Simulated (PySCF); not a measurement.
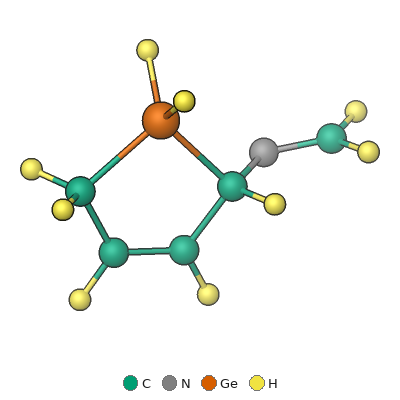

Structure of C₅H₉GeN, SMILES C=N[C@@H]1C=C[CH2][GeH2]1, singlet.

Vertical TDDFT excitations, CAM-B3LYP/def2-SVPD, PySCF 2.14.0, at a PBE0-D3(BJ)/def2-SVP geometry (no frequency check), gas phase.

Predict the low-lying singlet excitations and the spectrum.

Answer. The lowest singlet lies at 4.87 eV (255 nm, f = 0.004); the brightest of the first 10 is S2 at 6.31 eV (197 nm), f = 0.286, mixed, the largest part being HOMO → LUMO (48 %). No singlet lies below 3.1 eV (beyond 400 nm), so at this level no vertical transition falls in the visible.


| state | E (eV) | λ (nm) | f | main character |
| --- | --- | --- | --- | --- |
| S1 | 4.87 | 255 | 0.004 | HOMO−1 → LUMO (54 %) |
| S2 | 6.31 | 197 | 0.286 | HOMO → LUMO (48 %) |
| S3 | 6.66 | 186 | 0.003 | HOMO−2 → LUMO (65 %) |
| S4 | 6.84 | 181 | 0.011 | HOMO → LUMO+3 (37 %) |
| S5 | 6.89 | 180 | 0.008 | HOMO → LUMO+3 (40 %) |
| S6 | 7.01 | 177 | 0.008 | HOMO → LUMO+2 (81 %) |
| S7 | 7.23 | 171 | 0.101 | HOMO−2 → LUMO+3 (45 %) |
| S8 | 7.40 | 167 | 0.013 | HOMO−2 → LUMO+1 (45 %) |
| S9 | 7.44 | 167 | 0.042 | HOMO−1 → LUMO+3 (45 %) |
| S10 | 7.50 | 165 | 0.010 | HOMO−1 → LUMO+2 (56 %) |

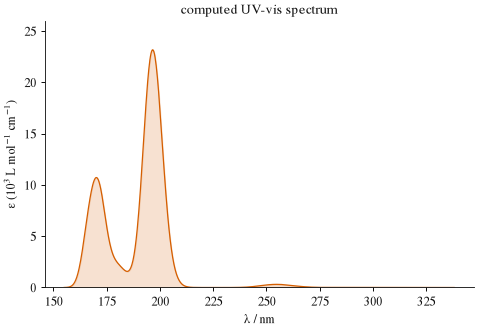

Only the first 10 singlet excitations are included; each is broadened by a Gaussian of 1/e half-width 0.20 eV.

Note: one conformer of a flexible molecule; core orbitals are frozen in the response.
